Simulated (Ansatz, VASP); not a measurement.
## CoGe: VASP beside Ansatz

Wanted: the spread between two codes on one cell, functional and k mesh.

Calculated with Ansatz 0.2.0; plane waves, with VASP 6.6.1 beside it; single point at LDA and single point at LDA, DFT+U.

**1. Starting point**

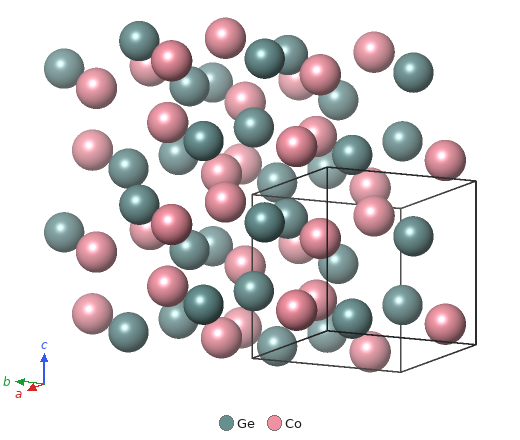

The starting structure, seen from a free direction (germanium teal, cobalt pink). 2×2×2 cells are drawn.

**2. Ansatz: single point, LDA**

Ansatz runs on its default PAW (the set named soft_2) files.

With cell and atoms fixed, the geometry can't cause a difference; cores, projectors, grids and the points listed under the comparison can.

File input.yaml:

```yaml
crystal:
  lattice:
    - [4.57947466, 0.0, 0.0]
    - [0.0, 4.57947466, 0.0]
    - [0.0, 0.0, 4.57947466]
  atoms:
    - { symbol: Ge, position: [0.16019179, 0.33980821, 0.66019179] }
    - { symbol: Ge, position: [0.33980821, 0.66019179, 0.16019179] }
    - { symbol: Ge, position: [0.66019179, 0.16019179, 0.33980821] }
    - { symbol: Ge, position: [0.83980821, 0.83980821, 0.83980821] }
    - { symbol: Co, position: [0.86316938, 0.63683062, 0.36316938], spin: 2.0 }
    - { symbol: Co, position: [0.63683062, 0.36316938, 0.86316938], spin: -2.0 }
    - { symbol: Co, position: [0.36316938, 0.86316938, 0.63683062], spin: 2.0 }
    - { symbol: Co, position: [0.13683062, 0.13683062, 0.13683062], spin: -2.0 }
hamiltonian:
  xc: lda
  pseudopotentials: { kind: paw }
magnetization:
  spin_polarized: true
kpoints:
  mp_grid: { grid: [4, 4, 4] }
scf:
  occupations: { method: gaussian, width: 0.05 }
  n_extra_bands: 12
output:
  forces: true
  stress: true
  eigenvalues: true
```

Launch:

```console
> ansatz run input.yaml --threads 4 --pin off --max-ram 9216MiB --backend cpu --events-out ev --progress --plain --runs-dir out
```

Numbers of over 12 decimals in the logs are rounded to 6 here.

The program printed:

```text
scf.n_extra_bands = 12 over 62 filled bands (N_el = 124.0): the run solves 74 bands
Engine: ansatz 0.2.0, aarch64-unknown-linux-gnu
Pseudopotentials: kind: paw
Pseudopotential: Ge, paw, valence charge 14, recommended cutoff 420 eV (normal), Ge.paw.azcp
Pseudopotential: Co, paw, valence charge 17, recommended cutoff 420 eV (normal), Co.paw.azcp
Functional definition: SPW92
  exchange = slater_x
  correlation = pw_c
Crystal: 8 atoms, lattice volume = 96.039 Å³
Basis set: ecut = 420 eV, 1863 PW (Γ)
Bands: 74, of which v1, the nominal top of the filled ones, is band 62 counted from 1 (61 counted from 0)
Symmetry: 2 space group operations
Space group: P21 (ITA 4), of the structure as read, at distance tolerance 4.6e-5 Å
Magnetic group: BNS 19.27 (UNI 125), of the structure as read, at distance tolerance 4.6e-5 Å
k-points: 30 of 64 (time reversal used)
Non-local potential: Ge, projectors of the file, l = 0: 2, l = 1: 2, l = 2: 3, l = 3: 1
Non-local potential: Co, projectors of the file, l = 0: 3, l = 1: 2, l = 2: 3, l = 3: 1
PAW form: soft (Blöchl's): semilocal exchange-correlation on the pseudo side does not see the compensation charge
PAW frozen core: Ge, regenerated for the run's functional, and the local potential with it (the file was generated under x = pbe(κ = 0.804, μ = 0.219515), c = pbe(β = 0.066725))
PAW frozen core: Co, regenerated for the run's functional, and the local potential with it (the file was generated under x = pbe(κ = 0.804, μ = 0.219515), c = pbe(β = 0.066725))
PAW one-centre angular grid: Ge, 590 points (default); XC on 64 Gauss nodes
PAW one-centre angular grid: Co, 590 points (default); XC on 64 Gauss nodes
Initial density: superposition of atomic densities (chi_scale 0.1, normalization cell)
Starting moments: Σ|m| = 8 μB on 4 of 8 sites
Starting magnetic order: altermagnet, d-wave, planar spin-momentum locking; spin-degenerate planes through Γ normal to [0 0 1], [0 1 0] of the run's lattice
Initial wavefunctions: pseudopotential atomic-orbital guess
Functional: x = slater, c = lda
iter 1 solved again at ethr=1.75e-3 eV; its pass at ethr=3.10e-3 eV (dr2=2.17e0 eV) is discarded
SCF iter   1: F=—  HF=-37110.682608 eV  |F-HF|=—  |Δ(HF+E_count)|=         —  Δρ=1.38e-1 (↑1.38e-1 ↓1.38e-1)  dr2=2.19e0  dr2_m=1.60e1  M=-0.000 μB ∫|m|=2.112 μB  β_m=0.30  ethr=1.75e-3  ⟨swp⟩=1.5  Hψ=18955  notcnv=0
Mixer restart at iter 1: flushing history
preconditioner: auto → Kerker (q_TF=auto, 2.847 Å⁻¹)  [metal: Δε(μ)=0.007 eV  Ē_g=15.868 eV  σ=0.050 eV  W_gap=0.08  n_scr=32 (ndim 8)  ℏωp=36.3 eV  f_vac=0.000  D(μ)=3.34/eV (n_scr^D=26)]
spin=Collinear: Kerker preconditioning applied to the charge; magnetization (m = ρ↑ − ρ↓) channel mixes plain (no charge-response kernel on spin).
SCF iter   2: F=—  HF=-37110.963608 eV  |F-HF|=—  |Δ(HF+E_count)|=   2.81e-1  Δρ=1.08e-1 (↑1.08e-1 ↓1.08e-1)  dr2=1.40e0  dr2_m=1.01e1  M=-0.000 μB ∫|m|=1.617 μB  β_m=0.65  ethr=1.75e-3  ⟨swp⟩=2.0  Hψ=5728  notcnv=0
SCF iter   3: F=—  HF=-37118.075624 eV  |F-HF|=—  |Δ(HF+E_count)|=    7.11e0  Δρ=4.94e-2 (↑4.94e-2 ↓4.94e-2)  dr2=1.91e0  dr2_m=9.87e-1  M=0.000 μB ∫|m|=0.471 μB  β_m=0.64  ethr=1.13e-3  ⟨swp⟩=3.0  Hψ=9642  notcnv=0  defer=348
SCF iter   4: F=—  HF=-37116.631806 eV  |F-HF|=—  |Δ(HF+E_count)|=    1.44e0  Δρ=1.36e-2 (↑1.36e-2 ↓1.36e-2)  dr2=8.97e-1  dr2_m=5.33e-3  M=0.000 μB ∫|m|=0.071 μB  β_m=0.67  ethr=1.13e-3  ⟨swp⟩=2.9  Hψ=9434  notcnv=0  defer=346
SCF iter   5: F=—  HF=-37116.474460 eV  |F-HF|=—  |Δ(HF+E_count)|=   1.57e-1  Δρ=7.01e-3 (↑7.01e-3 ↓7.01e-3)  dr2=7.50e-2  dr2_m=3.16e-3  M=0.000 μB ∫|m|=0.046 μB  β_m=0.84  ethr=7.23e-4  ⟨swp⟩=2.0  Hψ=5811  notcnv=0  defer=346
SCF iter   6: F=—  HF=-37116.534279 eV  |F-HF|=—  |Δ(HF+E_count)|=   5.98e-2  Δρ=8.08e-3 (↑8.08e-3 ↓8.08e-3)  dr2=1.38e-1  dr2_m=2.15e-4  M=0.000 μB ∫|m|=0.014 μB  β_m=0.84  ethr=6.05e-5  ⟨swp⟩=2.0  Hψ=8294  notcnv=0  defer=346
SCF iter   7: F=—  HF=-37116.528944 eV  |F-HF|=—  |Δ(HF+E_count)|=   5.33e-3  Δρ=3.04e-3 (↑3.04e-3 ↓3.04e-3)  dr2=2.10e-2  dr2_m=2.33e-4  M=0.000 μB ∫|m|=0.013 μB  β_m=0.92  ethr=6.05e-5  ⟨swp⟩=2.0  Hψ=7481  notcnv=0  defer=346
SCF iter   8: F=—  HF=-37116.528867 eV  |F-HF|=—  |Δ(HF+E_count)|=   7.73e-5  Δρ=4.13e-4 (↑3.57e-4 ↓4.13e-4)  dr2=3.23e-4  dr2_m=1.85e-5  M=-0.000 μB ∫|m|=0.003 μB  β_m=0.96  ethr=1.69e-5  ⟨swp⟩=2.0  Hψ=5884  notcnv=0  defer=346
SCF iter   9: F=—  HF=-37116.528906 eV  |F-HF|=—  |Δ(HF+E_count)|=   3.87e-5  Δρ=2.76e-4 (↑2.76e-4 ↓2.41e-4)  dr2=1.53e-4  dr2_m=3.68e-7  M=-0.000 μB ∫|m|=0.000 μB  β_m=0.71  ethr=2.61e-7  ⟨swp⟩=2.0  Hψ=8166  notcnv=0  defer=346
SCF iter  10: F=—  HF=-37116.528891 eV  |F-HF|=—  |Δ(HF+E_count)|=   1.47e-5  Δρ=9.36e-5 (↑9.36e-5 ↓9.15e-5)  dr2=1.86e-5  dr2_m=9.43e-8  M=-0.000 μB ∫|m|=0.000 μB  β_m=0.85  ethr=1.23e-7  ⟨swp⟩=2.0  Hψ=5471  notcnv=0  defer=346
SCF iter  11: F=—  HF=-37116.528890 eV  |F-HF|=—  |Δ(HF+E_count)|=   1.11e-6  Δρ=3.77e-5 (↑3.77e-5 ↓3.57e-5)  dr2=3.20e-6  dr2_m=4.32e-9  M=-0.000 μB ∫|m|=0.000 μB  β_m=0.77  ethr=1.50e-8  ⟨swp⟩=2.4  Hψ=7912  notcnv=0  defer=346
SCF iter  12: F=—  HF=-37116.528889 eV  |F-HF|=—  |Δ(HF+E_count)|=   4.17e-7  Δρ=4.90e-6 (↑4.75e-6 ↓4.90e-6)  dr2=9.23e-8  dr2_m=1.18e-10  M=-0.000 μB ∫|m|=0.000 μB  β_m=0.81  ethr=2.58e-9  ⟨swp⟩=2.0  Hψ=5494  notcnv=0  defer=346
SCF iter  13: F=—  HF=-37116.528889 eV  |F-HF|=—  |Δ(HF+E_count)|=   8.31e-9  Δρ=7.20e-6 (↑6.58e-6 ↓7.20e-6)  dr2=1.31e-7  dr2_m=1.02e-10  M=0.000 μB ∫|m|=0.000 μB  β_m=0.81  ethr=7.45e-11  ⟨swp⟩=2.0  Hψ=5764  notcnv=0  defer=346
SCF iter  14: F=—  HF=-37116.528889 eV  |F-HF|=—  |Δ(HF+E_count)|=   5.99e-9  Δρ=2.56e-6 (↑2.36e-6 ↓2.56e-6)  dr2=1.81e-8  dr2_m=1.06e-11  M=0.000 μB ∫|m|=0.000 μB  β_m=0.69  ethr=7.45e-11  ⟨swp⟩=2.0  Hψ=5284  notcnv=0  defer=346
SCF iter  15: F=-37116.528889 eV  HF=-37116.528889 eV  |F-HF|=6.55e-10  |Δ(HF+E_count)|=   1.51e-9  Δρ=4.20e-7 (↑4.20e-7 ↓4.06e-7)  dr2=7.98e-10  dr2_m=5.59e-13  M=0.000 μB ∫|m|=0.000 μB  ethr=1.46e-11  ⟨swp⟩=7.9  Hψ=17275  notcnv=0
SCF 1 converged in 15 iterations: F = -37116.528889 eV  dr2 = 7.98e-10
  greatest PAW one-centre occupation: 1.002 electrons in one spin orbital (limit 2), on the Co atom at site 7 (counted from 0), in its partial waves of l = 1
WARN: the starting moments were not kept: the SCF closed with an absolute magnetisation of 1.0e-6 μB, where they sum to 8 μB in size (4 sites). That is at most 0.1 of that sum. Measured as dr2_m measures the in/out step, that magnetisation stands 2.2e-13 eV from none, at or under the dr2_threshold of 1.0e-7 eV: it is no larger than a step whose dr2_m would equal this threshold. The system may hold no moment; this SCF [...]
SCF converged after 15 iterations
Magnetization: 0.0000 μB (62.0000 up, 62.0000 down)
Absolute magnetization: 0.0000 μB (∫|ρ↑−ρ↓|, with the PAW one-centre terms)
Spin contamination: 0.0000 ħ² per cell (⟨S²⟩ above its minimum at these occupations)
Per-site moments (μB) at R_I (Å): [(3.71170169317953e-9, 0.971828), (-6.866733750873794e-9, 0.971828), (3.7117022757983817e-9, 0.971828), (-6.866734030982991e-9, 0.971828), (2.0117369553177647e-7, 0.971828), (-1.759337972200359e-7, 0.971828), (2.0117369483020992e-7, 0.971828), (-1.759337967564662e-7, 0.971828)]
Free energy (F): -37116.528889 eV
Harris-Foulkes:  -37116.528889 eV  (|F-HF|=6.55e-10)
Internal energy: -37116.526022 eV  (E = F + TS)
E sigma→0 (E₀):  -37116.527456 eV
Entropy (-TS):   -0.002868 eV (-0.358 meV/atom)
Fermi energy:    17.452968 eV
--- Per-component energies (eV) ---
  E_band       = -1150.836146
  E_kinetic    = 2284.647227
  E_local      = -19346.225247  (includes V_loc(G=0)·N_el)
  E_nonlocal   = 3548.978616
  E_hartree    = 8353.531587
  E_xc         = -938.914297
  E_vxc        = -1089.206764  (∫ρ·V_xc dr)
  E_paw        = -13593.225739  (= ΣΔE_a)
  E_vpaw       = -3256.091704  (= ΣTr[D̂ρ^β])
  E_aug_tail   = 0.000941  (compensation charges beyond the density's cutoff)
  E_ewald      = -17434.625417
  E_core_change = 9.306307  (= ΣΔE_core)
  E_smearing   = -0.002868  (= −TS)
  E_closure    = 0.000000  (closes the sum)
  Σ components = -37116.528889   (vs F -37116.528889, Δ=0.00e0)
--- Forces (eV/Å), atoms counted from 1 ---
  atom   1  Ge     0.03906885    -0.03906947     0.03907172
  atom   2  Ge    -0.03906698     0.03906626     0.03906406
  atom   3  Ge     0.03906885     0.03906947    -0.03907172
  atom   4  Ge    -0.03906698    -0.03906626    -0.03906406
  atom   5  Co     0.04028861    -0.04029243     0.04028508
  atom   6  Co    -0.04028923     0.04028568     0.04029288
  atom   7  Co     0.04028861     0.04029243    -0.04028508
  atom   8  Co    -0.04028923    -0.04028568    -0.04029288
  max |Σ_I F_I| component: 2.50e-6 eV/Å
--- Stress (GPa, compression-positive) ---
       -6.824291       0.000000       0.000000
        0.000000      -6.824294       0.000000
        0.000000       0.000000      -6.824294
  P = ⅓ Tr σ = -6.8243 GPa (-68.243 kbar)
--- Band table (eV; the first three rows and the last of 60) ---
  k-point 0 ↑: bands = [... 58 lower, 16.7603, 16.7603, 17.3862, 17.3862, 17.3862, 19.3044, 19.3044, 19.3044, ... 8 higher]
  k-point 1 ↑: bands = [... 58 lower, 16.7797, 16.8970, 17.1634, 17.2535, 18.1967, 18.5467, 18.8052, 19.1030, ... 8 higher]
  k-point 2 ↑: bands = [... 58 lower, 16.8660, 16.8660, 17.0374, 17.0374, 18.4052, 18.4052, 18.4665, 18.4665, ... 8 higher]
  k-point 29 ↓: bands = [... 58 lower, 16.4420, 16.4420, 17.2209, 17.2209, 17.2209, 17.2209, 21.9915, 21.9915, ... 8 higher]
```

Wall time 69 s (4 threads of Arm Neoverse V1, shared host); peak memory 0.76 GiB.

The run ends at a pressure of -6.82 GPa, with forces up to 0.070 eV/Å.

(Part 1 of 2 ends here.)

[Lines on the potential files, build, host, timing and source positions are cut from VASP's logs without a mark.]

[Logs are printed without paths, hosts, clocks, repeated set-up lines and the standing remarks that a program may print on its own settings, such as how far it seeks lower states.]

[Hosts, paths, dates, database ids (printed as entryN), source tags and the programs' standing remarks are cut or masked in the printed files.]
